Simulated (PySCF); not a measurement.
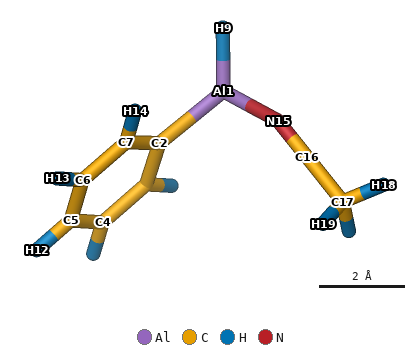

**Figure 1.** The input geometry (stick view, seen at a tilt; atoms are numbered from 1 in the order of the input). Sticks mark near contacts. Bond lengths as drawn: Al–C 2.01 Å, Al–H 1.55 to 1.57 Å, Al–N 2.00 Å, C–C 1.38 to 1.42 Å, C–H 1.08 to 1.09 Å and C–N 1.15 Å.

# Geometry relaxation of C₈H₁₀AlN

System: C₈H₁₀AlN.
Method: PBE0-D3(BJ)/ma-def2-SVP geometry optimisation, gas phase (PySCF 2.14.0).

Output
```
step   0  E = -607.16552268  max force = 0.013219
step   1  E = -607.17132417  max force = 0.004587
step   2  E = -607.17210027  max force = 0.003999
step   3  E = -607.17358904  max force = 0.002643
step   4  E = -607.17395526  max force = 0.001548
step   5  E = -607.17406063  max force = 0.001348
step   6  E = -607.17406603  max force = 0.000561
step   7  E = -607.17407017  max force = 0.000417
optimisation converged
```

Trajectory as extended XYZ (Å, eV, eV/Å), 8 frames, from step=0 to step=7
```
20
Properties=species:S:1:pos:R:3:forces:R:3 step=0 energy=-16521.81542
Al    2.7763   -0.1908   -0.1658   -0.6797  -0.1949   0.2780
C     0.7678   -0.1659   -0.0814    0.6238   0.2114   0.0544
C     0.1551    1.0170   -0.5122    0.4046  -0.0030  -0.0432
C    -1.2177    1.1862   -0.4913   -0.2151   0.0767  -0.0438
C    -2.0270    0.1587   -0.0344   -0.1157   0.0499  -0.0127
C    -1.4545   -1.0254    0.4021   -0.1366  -0.1231   0.0117
C    -0.0795   -1.1801    0.3773    0.4467  -0.0172  -0.0284
H     3.3966    1.0446   -0.9140    0.1270   0.4140  -0.2042
H     3.6360   -0.8937    0.9214    0.2694  -0.2282   0.5805
H     0.7942    1.8210   -0.8697    0.0460   0.3308  -0.1291
H    -1.6620    2.1142   -0.8274   -0.1576   0.3638  -0.1321
H    -3.1016    0.2803   -0.0171   -0.4336   0.0528   0.0198
H    -2.0861   -1.8271    0.7627   -0.2355  -0.3136   0.1455
H     0.3596   -2.1085    0.7252    0.0665  -0.3919   0.1793
N     2.9236   -1.5143   -1.6516    0.0113   0.2951   0.0831
C     2.7900   -1.7316   -2.7708    0.1028  -0.3741   0.0430
C     2.6172   -2.0219   -4.1535   -0.0540  -0.0898  -0.3357
H     3.4919   -2.5467   -4.5378    0.2504  -0.1499  -0.1490
H     1.7316   -2.6435   -4.2857   -0.2749  -0.1869  -0.0927
H     2.4856   -1.0875   -4.6990   -0.0458   0.2781  -0.2245
20
Properties=species:S:1:pos:R:3:forces:R:3 step=1 energy=-16521.97328
Al    2.7644   -0.2190   -0.1179   -0.0783   0.0330  -0.0553
C     0.7807   -0.0584   -0.0739   -0.0031  -0.0536   0.1290
C     0.1218    1.1177   -0.4773    0.1256  -0.0432  -0.0237
C    -1.2681    1.2380   -0.4437    0.0030   0.0499  -0.0321
C    -2.0480    0.1725   -0.0005   -0.0420  -0.0181   0.0086
C    -1.4283   -1.0073    0.4099   -0.0447  -0.0505  -0.0123
C    -0.0381   -1.1131    0.3711    0.0815  -0.0301   0.0160
H     3.4775    1.0290   -0.8273    0.0635   0.0471   0.0139
H     3.5486   -1.0116    1.0257   -0.0657  -0.0417   0.0227
H     0.7130    1.9676   -0.8309    0.0262   0.0640  -0.0156
H    -1.7450    2.1682   -0.7635   -0.0080   0.0222  -0.0047
H    -3.1368    0.2615    0.0268   -0.0215   0.0002   0.0114
H    -2.0346   -1.8455    0.7637    0.0010  -0.0213   0.0101
H     0.4248   -2.0488    0.7052   -0.0299  -0.0137   0.0271
N     2.8773   -1.4890   -1.7294    0.0154   0.2359  -0.1165
C     2.7960   -1.7776   -2.8424   -0.0426  -0.1142   0.1608
C     2.6525   -2.1140   -4.2362    0.0240  -0.0336  -0.0828
H     3.5367   -2.6624   -4.5875    0.0220  -0.0205  -0.0214
H     1.7570   -2.7345   -4.3762   -0.0244  -0.0198  -0.0129
H     2.5450   -1.1881   -4.8190   -0.0021   0.0082  -0.0223
20
Properties=species:S:1:pos:R:3:forces:R:3 step=2 energy=-16521.99440
Al    2.7136   -0.1515   -0.1830    0.1730  -0.1543  -0.0490
C     0.7446   -0.1204   -0.0071   -0.1494   0.2056  -0.1322
C     0.0806    1.0523   -0.4204   -0.1065   0.0309   0.0051
C    -1.3107    1.1823   -0.3530    0.0037  -0.0204   0.0034
C    -2.0845    0.1241    0.1276    0.0195   0.0072  -0.0054
C    -1.4575   -1.0533    0.5433    0.0525   0.0214  -0.0016
C    -0.0649   -1.1649    0.4794   -0.0072  -0.0217   0.0122
H     3.3888    1.1588   -0.8335   -0.0708   0.0181   0.1443
H     3.5140   -1.0085    0.9106    0.0441  -0.0284  -0.1094
H     0.6660    1.9001   -0.8023   -0.0536  -0.0804   0.0269
H    -1.7928    2.1126   -0.6736    0.0304  -0.0587   0.0173
H    -3.1744    0.2181    0.1831    0.0694  -0.0078  -0.0036
H    -2.0572   -1.8861    0.9269    0.0381   0.0513  -0.0206
H     0.3930   -2.0987    0.8289    0.0241   0.0561  -0.0230
N     2.8895   -1.2382   -1.9316   -0.1495  -0.1078   0.0148
C     2.8278   -1.6528   -3.0057    0.0918   0.1146   0.0059
C     2.7674   -2.0928   -4.3843   -0.0074  -0.0012   0.0418
H     3.6452   -2.7120   -4.6236   -0.0415   0.0166   0.0232
H     1.8502   -2.6754   -4.5593    0.0423   0.0219   0.0290
H     2.7621   -1.2059   -5.0378   -0.0031  -0.0630   0.0209
20
Properties=species:S:1:pos:R:3:forces:R:3 step=3 energy=-16522.03491
Al    2.7357   -0.1814   -0.1817    0.0121   0.0320  -0.0573
C     0.7700   -0.0207   -0.0259   -0.0200  -0.0214   0.0149
C     0.0920    1.1402   -0.4414   -0.1292   0.0121   0.0392
C    -1.3015    1.2451   -0.3703    0.0350  -0.0522   0.0005
C    -2.0568    0.1739    0.1129    0.0392  -0.0052  -0.0012
C    -1.4114   -0.9934    0.5304    0.0298   0.0603  -0.0021
C    -0.0172   -1.0793    0.4665   -0.1272   0.0395  -0.0092
H     3.5063    1.1452   -0.6597    0.0037  -0.0287   0.0267
H     3.4578   -1.2145    0.8065    0.0150  -0.0288  -0.0493
H     0.6609    1.9972   -0.8234   -0.0083  -0.0585   0.0145
H    -1.7997    2.1664   -0.6900    0.0145  -0.0414   0.0103
H    -3.1473    0.2504    0.1705    0.0473  -0.0030  -0.0058
H    -1.9964   -1.8345    0.9172    0.0166   0.0392  -0.0137
H     0.4615   -2.0008    0.8203    0.0169   0.0401  -0.0264
N     2.7829   -1.1959   -1.9619    0.0953  -0.1229  -0.0536
C     2.7615   -1.6793   -3.0081   -0.0526   0.1359  -0.0729
C     2.7099   -2.2093   -4.3571    0.0032   0.0032   0.0959
H     3.5944   -2.8313   -4.5605   -0.0326   0.0201   0.0361
H     1.8003   -2.8148   -4.4894    0.0399   0.0222   0.0273
H     2.6887   -1.3689   -5.0682    0.0012  -0.0425   0.0262
20
Properties=species:S:1:pos:R:3:forces:R:3 step=4 energy=-16522.04488
Al    2.7139   -0.2123   -0.2195   -0.0303   0.0456  -0.0167
C     0.7500   -0.0010   -0.0268    0.0355  -0.0796  -0.0036
C     0.0683    1.1573   -0.4421    0.0020  -0.0064  -0.0032
C    -1.3211    1.2688   -0.3507    0.0056  -0.0018   0.0090
C    -2.0723    0.2115    0.1637    0.0158  -0.0040   0.0007
C    -1.4253   -0.9494    0.5895   -0.0107   0.0129   0.0077
C    -0.0354   -1.0450    0.4965   -0.0181  -0.0025  -0.0008
H     3.5182    1.1122   -0.6334    0.0238  -0.0044   0.0110
H     3.4187   -1.3263    0.6924   -0.0098   0.0040   0.0011
H     0.6354    2.0027   -0.8470    0.0084   0.0047  -0.0055
H    -1.8205    2.1855   -0.6771   -0.0012   0.0012  -0.0041
H    -3.1600    0.2939    0.2381   -0.0048   0.0021  -0.0001
H    -2.0066   -1.7795    1.0011   -0.0031   0.0006   0.0036
H     0.4499   -1.9625    0.8492   -0.0071   0.0019  -0.0055
N     2.7729   -1.1763   -2.0193   -0.0005   0.0312   0.0448
C     2.7688   -1.6619   -3.0630    0.0131  -0.0037  -0.0665
C     2.7636   -2.2457   -4.3861   -0.0200   0.0120   0.0180
H     3.6441   -2.8902   -4.5181   -0.0010  -0.0028   0.0139
H     1.8510   -2.8422   -4.5266    0.0011  -0.0058   0.0060
H     2.7875   -1.4429   -5.1369    0.0012  -0.0053  -0.0098
20
Properties=species:S:1:pos:R:3:forces:R:3 step=5 energy=-16522.04774
Al    2.7099   -0.2160   -0.2191   -0.0404  -0.0401   0.0057
C     0.7433   -0.0304   -0.0348   -0.0135   0.0340   0.0346
C     0.0699    1.1318   -0.4553    0.0242  -0.0116  -0.0212
C    -1.3172    1.2597   -0.3577   -0.0058   0.0131  -0.0010
C    -2.0762    0.2175    0.1748   -0.0063   0.0022   0.0032
C    -1.4389   -0.9450    0.6088   -0.0079  -0.0143  -0.0027
C    -0.0515   -1.0596    0.5031    0.0326  -0.0174  -0.0016
H     3.5236    1.1224   -0.5644   -0.0061  -0.0103  -0.0091
H     3.4121   -1.3656    0.6526   -0.0108   0.0136  -0.0044
H     0.6440    1.9674   -0.8711   -0.0012   0.0076   0.0025
H    -1.8088    2.1776   -0.6925    0.0019   0.0018  -0.0006
H    -3.1623    0.3132    0.2566   -0.0013   0.0019   0.0019
H    -2.0263   -1.7633    1.0352   -0.0007  -0.0009   0.0012
H     0.4255   -1.9805    0.8578   -0.0061   0.0001   0.0064
N     2.7609   -1.1262   -2.0434    0.0693   0.0452  -0.0060
C     2.7714   -1.6133   -3.0865   -0.0177  -0.0254   0.0089
C     2.7798   -2.2297   -4.3935   -0.0062   0.0012  -0.0126
H     3.7335   -2.7527   -4.5526   -0.0018  -0.0014   0.0000
H     1.9535   -2.9510   -4.4676   -0.0028  -0.0040   0.0003
H     2.6557   -1.4593   -5.1676    0.0005   0.0047  -0.0056
20
Properties=species:S:1:pos:R:3:forces:R:3 step=6 energy=-16522.04789
Al    2.7017   -0.2221   -0.2321   -0.0224  -0.0101   0.0052
C     0.7386   -0.0307   -0.0304    0.0004   0.0001  -0.0021
C     0.0630    1.1288   -0.4536    0.0014  -0.0017   0.0024
C    -1.3234    1.2575   -0.3454    0.0004   0.0010  -0.0030
C    -2.0783    0.2169    0.1963   -0.0035   0.0009   0.0010
C    -1.4383   -0.9446    0.6299    0.0004  -0.0018   0.0001
C    -0.0512   -1.0588    0.5169    0.0032   0.0018  -0.0009
H     3.5125    1.1127   -0.5941    0.0043   0.0054   0.0008
H     3.4055   -1.3644    0.6445    0.0029  -0.0056   0.0025
H     0.6340    1.9631   -0.8762    0.0022   0.0030  -0.0023
H    -1.8174    2.1741   -0.6799   -0.0009   0.0030  -0.0011
H    -3.1638    0.3129    0.2854   -0.0022   0.0014   0.0013
H    -2.0229   -1.7614    1.0627   -0.0022  -0.0015   0.0023
H     0.4281   -1.9774    0.8738    0.0009  -0.0032   0.0025
N     2.7614   -1.1316   -2.0561    0.0288   0.0161  -0.0098
C     2.7741   -1.6163   -3.1004    0.0020  -0.0007   0.0063
C     2.7920   -2.2234   -4.4119   -0.0147  -0.0119  -0.0003
H     3.6961   -2.8385   -4.5243   -0.0001  -0.0011  -0.0021
H     1.9037   -2.8586   -4.5380   -0.0017  -0.0008  -0.0013
H     2.7881   -1.4405   -5.1835    0.0010   0.0057  -0.0013
20
Properties=species:S:1:pos:R:3:forces:R:3 step=7 energy=-16522.04801
Al    2.6996   -0.2289   -0.2370   -0.0163  -0.0061   0.0037
C     0.7375   -0.0332   -0.0308    0.0053  -0.0016  -0.0015
C     0.0626    1.1261   -0.4557   -0.0011  -0.0001  -0.0002
C    -1.3231    1.2581   -0.3420   -0.0002  -0.0003   0.0002
C    -2.0778    0.2213    0.2074    0.0003   0.0000  -0.0006
C    -1.4384   -0.9398    0.6428    0.0002   0.0016   0.0010
C    -0.0519   -1.0574    0.5242   -0.0017  -0.0005  -0.0014
H     3.5131    1.1054   -0.5964    0.0023   0.0014   0.0016
H     3.4020   -1.3752    0.6360    0.0018  -0.0039   0.0020
H     0.6336    1.9578   -0.8838    0.0006   0.0001  -0.0010
H    -1.8167    2.1746   -0.6779   -0.0001   0.0015  -0.0009
H    -3.1627    0.3202    0.3013   -0.0015   0.0012   0.0006
H    -2.0228   -1.7536    1.0816   -0.0013  -0.0003   0.0016
H     0.4270   -1.9755    0.8829    0.0005  -0.0011   0.0009
N     2.7593   -1.1339   -2.0636    0.0214   0.0136  -0.0038
C     2.7727   -1.6178   -3.1082    0.0075   0.0014  -0.0029
C     2.7937   -2.2214   -4.4214   -0.0164  -0.0080   0.0025
H     3.6769   -2.8687   -4.5187    0.0008  -0.0008  -0.0018
H     1.8857   -2.8237   -4.5672   -0.0021   0.0006  -0.0008
H     2.8334   -1.4363   -5.1898    0.0001   0.0015   0.0006
```

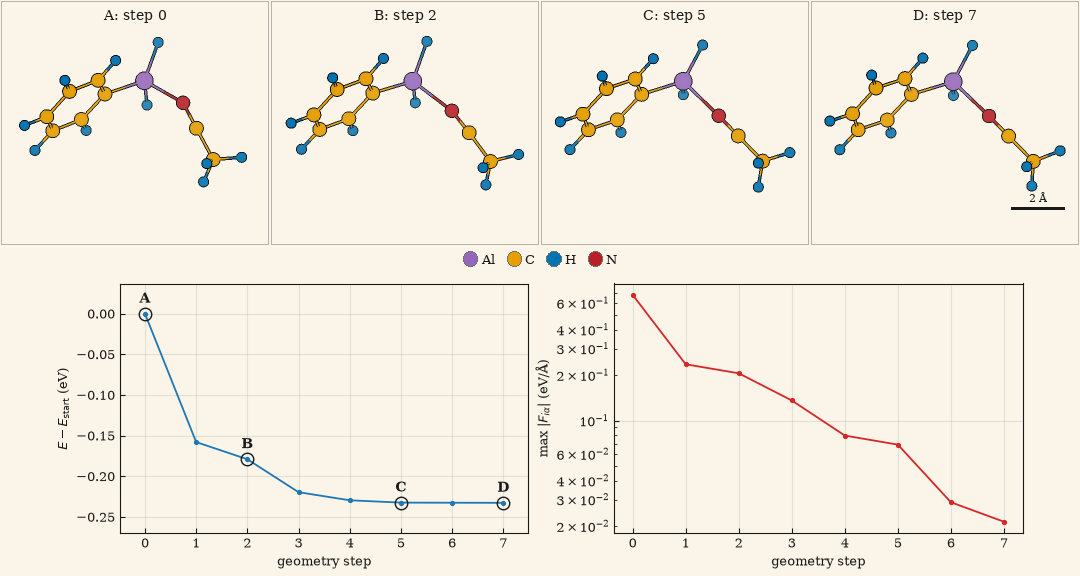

**Figure 2.** Frames of the relaxation (ball-and-stick view, seen at a tilt) above the curves, on which the letters mark them (steps are counted from 0).

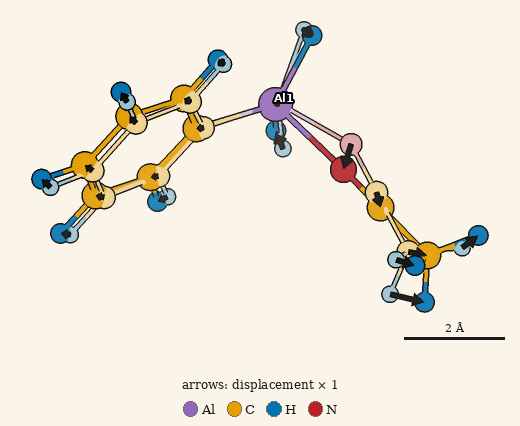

**Figure 3.** Start (faint) and end (solid) with the displacements as black arrows, at true length (ball-and-stick view, seen at a tilt). The two geometries are laid on each other by the best rigid fit. The largest move after the best rigid fit is that of H20, 0.71 Å. By element the largest moves are H 0.71 Å, N 0.55 Å, C 0.39 Å, Al 0.11 Å. Distances before and after: Al1–H9 1.554 → 1.603 Å, Al1–N15 1.995 → 2.039 Å, Al1–H8 1.572 → 1.604 Å, Al1–C2 2.010 → 1.983 Å. Among the angles that change: Al1–N15–C16 147.5° → 178.2°, Al1–C2–C7 127.6° → 121.6°, Al1–C2–C3 115.8° → 121.6°. The energy falls by 0.233 eV in 7 geometry steps. Largest force component: 0.68 eV/Å at the start, 0.021 eV/Å at the end. (Atoms are counted from 1 in the order of the input.)

The run was set up as follows.

The input
```
{"job": {"xc": "PBE0", "basis": "ma-def2-SVP", "d3": "d3bj", "grid": 1, "kind": "geom"}, "charge": 0, "multiplicity": 1}
Al     2.776347    -0.190813    -0.165824
C      0.767778    -0.165866    -0.081412
C      0.155084     1.016976    -0.512238
C     -1.217698     1.186167    -0.491304
C     -2.027020     0.158671    -0.034403
C     -1.454487    -1.025420     0.402058
C     -0.079553    -1.180093     0.377316
H      3.396586     1.044638    -0.914036
H      3.635985    -0.893734     0.921408
H      0.794187     1.821034    -0.869701
H     -1.662039     2.114236    -0.827440
H     -3.101596     0.280308    -0.017144
H     -2.086128    -1.827104     0.762709
H      0.359572    -2.108543     0.725190
N      2.923616    -1.514290    -1.651579
C      2.790051    -1.731555    -2.770810
C      2.617217    -2.021851    -4.153458
H      3.491887    -2.546744    -4.537814
H      1.731633    -2.643452    -4.285732
H      2.485642    -1.087448    -4.698999
```

The first line tells a small driver script what to run in PySCF; the rest is the geometry in Å.

Command:
```bash
OMP_NUM_THREADS=1 python <driver script> task.json out
```

Summary

- outcome: converged
- total energy: −607.174070 hartree
- dipole moment: 8.30 D
- point group: C1
- hardware: 1 CPU thread, shared host
- wall time: 3.8 min
- peak memory: 1.1 GiB
